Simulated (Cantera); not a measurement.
Feed: 1 mol CF4, a varied amount of H2, at 3000 K and 100 Torr.

Method: chemical equilibrium by Gibbs-energy minimisation in Cantera with the NASA 1993 tables (ideal gas, pure condensed phases). Candidate condensed phases: C, C6H6, C7H8, C8H18; 95 gas species. Gases not in the tables: C2F6 and larger saturated fluorocarbons. Equilibrium is a limit: real reactors are often held back by kinetics, nucleation or transport.

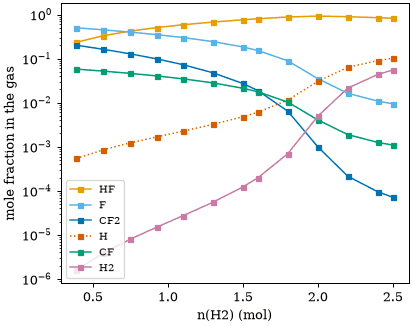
Figure. Equilibrium gas composition (values under 1e-9 drawn at 1e-9)

From 0.39 mol H2 to 2.5 mol H2 the condensed part is C(graphite). The main C-bearing gas is CF2 at 0.39 mol H2 and C3 at 2.5 mol H2. The share of C in condensed phases is highest at 2 mol H2 (93.9 %) and lowest at 0.39 mol H2 (10.2 %).
